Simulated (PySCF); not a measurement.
System: C$_{2}$H$_{7}$N$_{3}$OSi$_{2}$.

| atom | x (Å) | y (Å) | z (Å) |
| --- | --- | --- | --- |
| N | 4.0779 | 0.0514 | 0.1095 |
| C | 2.9800 | -0.1206 | -0.1665 |
| Si | 1.2148 | -0.4463 | -0.6948 |
| N | 0.4025 | 1.0438 | -0.8566 |
| C | -0.9155 | 1.1965 | -0.2717 |
| Si | -1.1344 | -0.1740 | 1.0396 |
| O | -2.5357 | -0.9936 | 0.9547 |
| N | 0.2695 | -1.0845 | 0.6026 |
| H | 1.2584 | -1.3560 | -1.8505 |
| H | 0.6350 | 1.7296 | -1.5559 |
| H | -0.9987 | 2.1923 | 0.1710 |
| H | -1.6915 | 1.1369 | -1.0471 |
| H | -1.1352 | 0.2660 | 2.4248 |
| H | -2.8449 | -1.4013 | 0.1493 |
| H | 0.4167 | -2.0194 | 0.9369 |

Geometry: GFN2-xTB, coordinate held.

Theory: PBE0/pcSseg-1, SCF density, gas phase, non-relativistic in PySCF.

What will maps of the electron density and electron localisation function show?

Answer. C–N (1.15 Å): the density is about 3.6 e/Å³ at the midpoint; the ELF peaks at about 0.85 between the atoms (a multiple bond).
Si–N (1.73 Å): the density is about 1.1 e/Å³ at the midpoint; the ELF peaks at about 0.90 between the atoms (a polar covalent bond).
C–Si (1.87 Å): ρ is about 0.9 e/Å³ halfway; the ELF peaks at about 1 between the atoms; localised, covalent bonding.

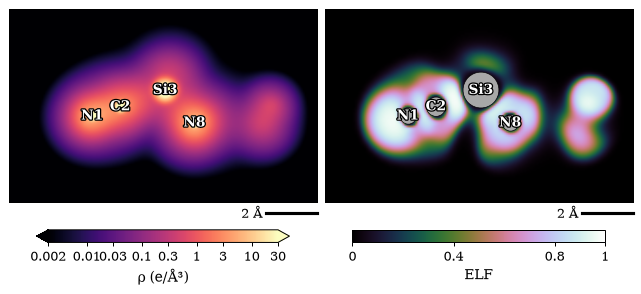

Computed electron density and electron localisation function on the plane of atoms C2, Si3 and N8, in this order. Grey discs cover the atomic cores in the ELF map. 
